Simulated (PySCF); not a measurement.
# Run report: GaBH6, geometry relaxation (part 1 of 3)

The run: geometry relaxation of GaBH6 (H2Ga(BH4)). Method and program: HF/6-311G*, RHF (PySCF 2.14.0).

The atoms were displaced at random from an optimised geometry. Figures and captions count atoms from 1; the log counts them from 0 in places.

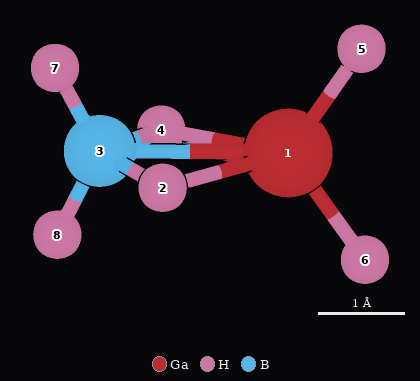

**Figure 1.** The starting structure (ball-and-stick view, seen at a tilt; atoms are numbered from 1 in the order of the input). Sticks mark near contacts.

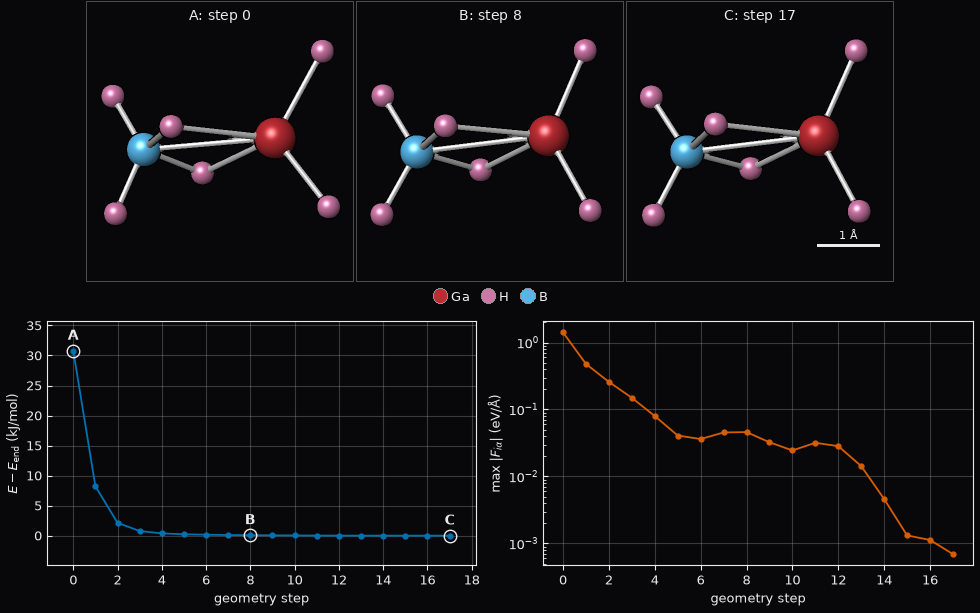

**Figure 2.** Frames of the relaxation (ball-and-stick view, seen at a tilt) above the curves, on which the letters mark them (steps are counted from 0).

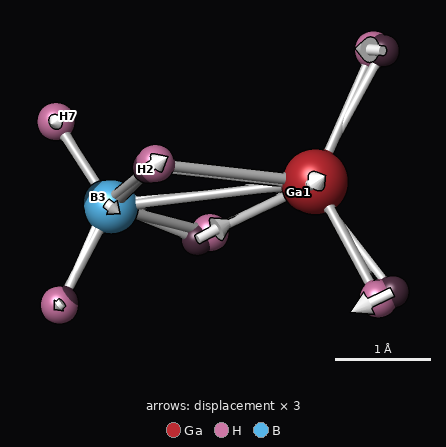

**Figure 3.** Start (faint) and end (solid) with the displacements as white arrows, magnified 3 times (ball-and-stick view, seen at a tilt). The two geometries are laid on each other by the best rigid fit. The energy falls by 30.8 kJ/mol in 17 geometry steps. The largest force component goes from 1.4 to 0.00069 eV/Å. H6 moves most after the best rigid fit: 0.17 Å. Largest moves by element: H 0.17 Å, Ga 0.10 Å, B 0.07 Å. Among the contacts that change: B3–H4 1.227 → 1.303 Å, Ga1–H5 1.622 → 1.557 Å, H2–B3 1.247 → 1.303 Å, Ga1–H6 1.606 → 1.557 Å. Among the angles that change: H5–Ga1–H6 113.7° → 129.7°, H4–Ga1–H5 122.0° → 110.2°, B3–Ga1–H6 125.1° → 115.2°. (Atoms are counted from 1 in the order of the input.)

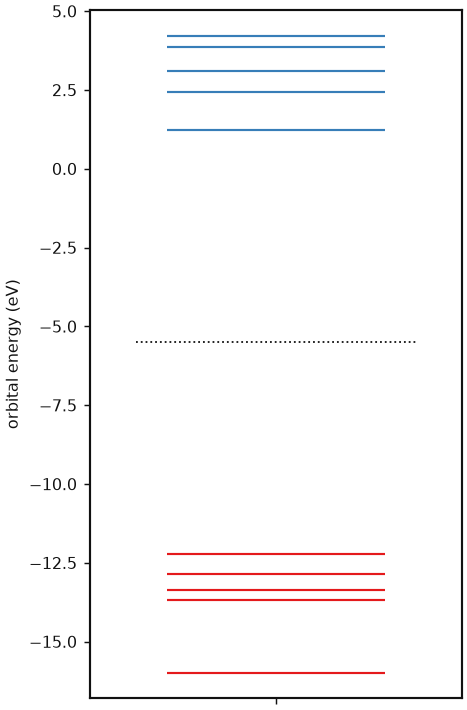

**Figure 4.** Orbital energies near the frontier; the dotted line parts filled from empty levels, and levels within 0.02 eV of each other stand side by side. Highest filled −12.22 eV, lowest empty 1.22 eV, 13.44 eV apart.

The input that produced these results follows, with the program's output.

Input file (run.py):
```python
# H2Ga(BH4)
from pyscf import gto, scf
from pyscf.geomopt.geometric_solver import kernel as optimise

mol = gto.M(
    atom='''
Ga  -0.727968   0.786299   0.263682
H    0.819476  -0.061171   0.661818
B    0.636787  -0.873701  -0.266512
H   -0.337356  -0.478819  -0.900345
H   -1.871044   0.587774   1.397505
H   -0.577564   2.303171  -0.242694
H    0.400426  -1.922098   0.145174
H    1.475101  -0.573067  -1.029045
''',
    max_memory=1860,
    charge=0,
    verbose=3,
    basis='6-311g*',
)

mf = scf.RHF(mol)
mf = mf.density_fit(auxbasis='def2-universal-jkfit')
converged, mol_eq = optimise(mf, maxsteps=100, convergence_set='GAU_TIGHT')
print('converged:', converged)
print(mol_eq.tostring())

mf.reset(mol_eq)
mol = mol_eq
mf.kernel()
e_tot = mf.e_tot
print('Final energy', e_tot)
```

Run as:
```bash
OMP_NUM_THREADS=1 python run.py
```

Output:
```
#|     Arguments passed to driver run_optimizer():      |#
convergence_set           GAU_TIGHT
customengine              <pyscf.geomopt.geometric_solver.PySCFEngine object>
maxiter                   100
----------------------------------------------------------
Custom engine selected.
Bonds will be generated from interatomic distances less than 1.20 times sum of covalent radii
24 internal coordinates being used (instead of 24 Cartesians)
Internal coordinate system (atoms numbered from 1):
Distance 1-2
Distance 1-3
Distance 1-4
Distance 1-5
Distance 1-6
Distance 2-3
Distance 3-4
Distance 3-7
Distance 3-8
Angle 2-1-4
Angle 2-1-5
Angle 2-1-6
Angle 3-1-4
Angle 3-1-6
Angle 4-1-5
Angle 5-1-6
Angle 1-2-3
Angle 1-3-4
Angle 1-3-8
Angle 2-3-4
Angle 2-3-7
Angle 2-3-8
Angle 4-3-7
Angle 4-3-8
Angle 7-3-8
Angle 1-4-3
Out-of-Plane 1-2-3-4
Out-of-Plane 1-3-5-6
Out-of-Plane 1-4-6-5
Out-of-Plane 3-1-2-4
Out-of-Plane 3-1-7-8
Dihedral 4-1-2-3
Dihedral 5-1-2-3
Dihedral 6-1-2-3
Dihedral 2-1-3-4
Dihedral 2-1-3-7
Dihedral 2-1-3-8
Dihedral 4-1-3-2
Dihedral 4-1-3-7
Dihedral 4-1-3-8
Dihedral 5-1-3-2
Dihedral 5-1-3-4
Dihedral 5-1-3-7
Dihedral 5-1-3-8
Dihedral 6-1-3-2
Dihedral 6-1-3-4
Dihedral 6-1-3-7
Dihedral 6-1-3-8
Dihedral 2-1-4-3
Dihedral 5-1-4-3
Dihedral 6-1-4-3
Dihedral 1-2-3-4
Dihedral 1-2-3-7
Dihedral 1-2-3-8
Dihedral 2-3-4-1
Dihedral 7-3-4-1
Dihedral 8-3-4-1
Translation-X 1-8
Translation-Y 1-8
Translation-Z 1-8
Rotation-A 1-8
Rotation-B 1-8
Rotation-C 1-8
<class 'geometric.internal.Distance'> : 9
<class 'geometric.internal.Angle'> : 17
<class 'geometric.internal.OutOfPlane'> : 5
<class 'geometric.internal.Dihedral'> : 26
<class 'geometric.internal.TranslationX'> : 1
<class 'geometric.internal.TranslationY'> : 1
<class 'geometric.internal.TranslationZ'> : 1
<class 'geometric.internal.RotationA'> : 1
<class 'geometric.internal.RotationB'> : 1
<class 'geometric.internal.RotationC'> : 1
> ===== Optimization Info: ====
> Job type: Energy minimization
> Maximum number of optimization cycles: 100
> Initial / maximum trust radius (Angstrom): 0.100 / 0.300
> Convergence Criteria:
> Will converge when all 5 criteria are reached:
>  |Delta-E| < 1.00e-06
>  RMS-Grad  < 1.00e-05
>  Max-Grad  < 1.50e-05
>  RMS-Disp  < 4.00e-05
>  Max-Disp  < 6.00e-05
> === End Optimization Info ===

Geometry optimization cycle 1
Cartesian coordinates (Angstrom)
 Atom        New coordinates             dX        dY        dZ
  Ga  -0.727968   0.786299   0.263682    0.000000  0.000000  0.000000
   H   0.819476  -0.061171   0.661818    0.000000  0.000000  0.000000
   B   0.636787  -0.873701  -0.266512    0.000000  0.000000  0.000000
   H  -0.337356  -0.478819  -0.900345    0.000000  0.000000  0.000000
   H  -1.871044   0.587774   1.397505    0.000000  0.000000  0.000000
   H  -0.577564   2.303171  -0.242694    0.000000  0.000000  0.000000
   H   0.400426  -1.922098   0.145174    0.000000  0.000000  0.000000
   H   1.475101  -0.573067  -1.029045    0.000000  0.000000  0.000000

WARN: Mole.unit (angstrom) is changed to Bohr

converged SCF energy = -1951.32403864846
--------------- DFRHF_Scanner gradients ---------------
         x                y                z
0 Ga     0.0124570894    -0.0169522113    -0.0165320825
1 H     0.0002076336    -0.0079330809    -0.0142855496
2 B    -0.0114465966    -0.0164183153     0.0049623520
3 H     0.0276139956    -0.0065871040     0.0113827192
4 H    -0.0108150542     0.0066759862     0.0122131314
5 H    -0.0048647270     0.0140568445     0.0028697078
6 H     0.0003005998     0.0194720997    -0.0068165410
7 H    -0.0134529407     0.0076857811     0.0062062627
----------------------------------------------
cycle 1: E = -1951.32403865  dE = -1951.32  norm(grad) = 0.0599007
Step    0 : Gradient = 2.118e-02/3.059e-02 (rms/max) Energy = -1951.3240386485
Hessian Eigenvalues: 2.85599e-02 2.97544e-02 3.70598e-02 ... 2.08598e-01 2.67902e-01 2.86289e-01

Geometry optimization cycle 2
Cartesian coordinates (Angstrom)
 Atom        New coordinates             dX        dY        dZ
  Ga  -0.735227   0.808713   0.295610   -0.007259  0.022414  0.031928
   H   0.814689  -0.029843   0.695104   -0.004787  0.031328  0.033286
   B   0.628911  -0.849274  -0.268388   -0.007876  0.024427 -0.001876
   H  -0.400850  -0.426687  -0.909716   -0.063494  0.052132 -0.009371
   H  -1.833636   0.542056   1.366320    0.037408 -0.045718 -0.031185
   H  -0.558244   2.250439  -0.266731    0.019320 -0.052732 -0.024037
   H   0.395587  -1.934430   0.155841   -0.004839 -0.012332  0.010667
   H   1.506630  -0.592586  -1.038456    0.031529 -0.019519 -0.009411
converged SCF energy = -1951.33263499077
--------------- DFRHF_Scanner gradients ---------------
         x                y                z
0 Ga     0.0029561466    -0.0069213928    -0.0057930508
1 H     0.0016820836    -0.0022308854    -0.0054328073
2 B    -0.0067638352    -0.0057040395     0.0068139684
3 H     0.0093135198     0.0007278544     0.0017754567
4 H     0.0007034340     0.0064150892    -0.0001083103
5 H    -0.0048353578     0.0006321769     0.0041880177
6 H    -0.0012752087     0.0007313925    -0.0001746674
7 H    -0.0017807822     0.0063498046    -0.0012686070
----------------------------------------------
cycle 2: E = -1951.33263499  dE = -0.00859634  norm(grad) = 0.0217471
Step    1 : Displace = 5.140e-02/8.269e-02 (rms/max) Trust = 1.000e-01 (=) Grad = 7.689e-03/1.117e-02 (rms/max) E (change) = -1951.3326349908 (-8.596e-03) Quality = 1.267
Hessian Eigenvalues: 2.84860e-02 2.93283e-02 3.56121e-02 ... 2.06914e-01 2.71736e-01 3.01841e-01

Geometry optimization cycle 3
Cartesian coordinates (Angstrom)
 Atom        New coordinates             dX        dY        dZ
  Ga  -0.738724   0.828894   0.319217   -0.003497  0.020181  0.023607
   H   0.808847  -0.005203   0.712667   -0.005842  0.024640  0.017564
   B   0.626099  -0.829076  -0.274517   -0.002812  0.020198 -0.006129
   H  -0.440738  -0.397365  -0.911591   -0.039888  0.029322 -0.001875
   H  -1.831340   0.474828   1.368254    0.002296 -0.067229  0.001934
   H  -0.522330   2.240126  -0.303356    0.035914 -0.010313 -0.036626
   H   0.393248  -1.918638   0.159866   -0.002338  0.015791  0.004025
   H   1.522796  -0.625177  -1.040957    0.016167 -0.032590 -0.002501
converged SCF energy = -1951.33495109152
--------------- DFRHF_Scanner gradients ---------------
         x                y                z
0 Ga     0.0019124152    -0.0044160440    -0.0020363977
1 H     0.0015590059     0.0003649243    -0.0004013557
2 B    -0.0020507465    -0.0021436318     0.0050255758
3 H     0.0001753581     0.0035290760    -0.0019434999
4 H     0.0004678667     0.0029128867    -0.0002342112
5 H    -0.0025654325    -0.0000442062     0.0009871263
6 H    -0.0005138833    -0.0026516383     0.0004992217
7 H     0.0010154166     0.0024486332    -0.0018964592
----------------------------------------------
cycle 3: E = -1951.33495109  dE = -0.0023161  norm(grad) = 0.0107161
Step    2 : Displace = 4.138e-02/6.751e-02 (rms/max) Trust = 1.414e-01 (+) Grad = 3.789e-03/5.836e-03 (rms/max) E (change) = -1951.3349510915 (-2.316e-03) Quality = 1.274
Hessian Eigenvalues: 2.79907e-02 2.97470e-02 3.27818e-02 ... 2.10347e-01 2.71775e-01 3.06049e-01

Geometry optimization cycle 4
Cartesian coordinates (Angstrom)
 Atom        New coordinates             dX        dY        dZ
  Ga  -0.743163   0.841680   0.326973   -0.004439  0.012786  0.007756
   H   0.801236   0.010325   0.712135   -0.007610  0.015528 -0.000532
   B   0.624842  -0.817919  -0.280222   -0.001257  0.011157 -0.005705
   H  -0.456470  -0.396792  -0.907900   -0.015732  0.000573  0.003691
   H  -1.829113   0.433355   1.364472    0.002227 -0.041472 -0.003782
   H  -0.496869   2.241077  -0.311282    0.025462  0.000951 -0.007926
   H   0.391541  -1.899066   0.167769   -0.001708  0.019573  0.007903
   H   1.525853  -0.644273  -1.042362    0.003057 -0.019096 -0.001405
converged SCF energy = -1951.33546875303
--------------- DFRHF_Scanner gradients ---------------
         x                y                z
0 Ga     0.0007590967    -0.0020413857    -0.0005619481
1 H     0.0006505273     0.0008473343     0.0009010108
2 B     0.0009120634    -0.0014011077     0.0025501229
3 H    -0.0018244402     0.0029090079    -0.0021291662
4 H     0.0003562543     0.0008881448     0.0000998474
5 H    -0.0010807262    -0.0002071237    -0.0001508498
6 H    -0.0000708836    -0.0011864304    -0.0000857054
7 H     0.0002981082     0.0001915605    -0.0006233116
----------------------------------------------
cycle 4: E = -1951.33546875  dE = -0.000517662  norm(grad) = 0.00606036
Step    3 : Displace = 2.302e-02/4.174e-02 (rms/max) Trust = 2.000e-01 (+) Grad = 2.143e-03/4.040e-03 (rms/max) E (change) = -1951.3354687530 (-5.177e-04) Quality = 1.290
Hessian Eigenvalues: 2.11240e-02 2.97701e-02 3.29245e-02 ... 2.09114e-01 2.71080e-01 2.97755e-01

Geometry optimization cycle 5
Cartesian coordinates (Angstrom)
 Atom        New coordinates             dX        dY        dZ
  Ga  -0.746617   0.848292   0.327952   -0.003455  0.006612  0.000979
   H   0.796143   0.017696   0.705667   -0.005093  0.007371 -0.006468
   B   0.623426  -0.813091  -0.284232   -0.001416  0.004828 -0.004010
   H  -0.461954  -0.407099  -0.901786   -0.005483 -0.010307  0.006114
   H  -1.830494   0.414512   1.358555   -0.001381 -0.018844 -0.005916
   H  -0.480471   2.246006  -0.306867    0.016398  0.004929  0.004415
   H   0.393118  -1.887743   0.175775    0.001578  0.011323  0.008006
   H   1.524706  -0.650184  -1.045481   -0.001147 -0.005912 -0.003119
converged SCF energy = -1951.33562048604
--------------- DFRHF_Scanner gradients ---------------
         x                y                z
0 Ga    -0.0001508882    -0.0006398722    -0.0001926999
1 H    -0.0000058423     0.0005394795     0.0006597275
2 B     0.0014750556    -0.0008946916     0.0010053685
3 H    -0.0011594545     0.0015538279    -0.0012264344
4 H     0.0003128798    -0.0000284245     0.0003785661
5 H    -0.0002631322    -0.0000154721    -0.0003245004
6 H    -0.0000519550     0.0000201678    -0.0003229486
7 H    -0.0001566631    -0.0005350149     0.0000229212
----------------------------------------------
cycle 5: E = -1951.33562049  dE = -0.000151733  norm(grad) = 0.00335873
Step    4 : Displace = 1.294e-02/1.964e-02 (rms/max) Trust = 2.828e-01 (+) Grad = 1.187e-03/2.294e-03 (rms/max) E (change) = -1951.3356204860 (-1.517e-04) Quality = 1.322
Hessian Eigenvalues: 1.41741e-02 2.97178e-02 3.31626e-02 ... 2.04917e-01 2.71962e-01 3.05489e-01
```
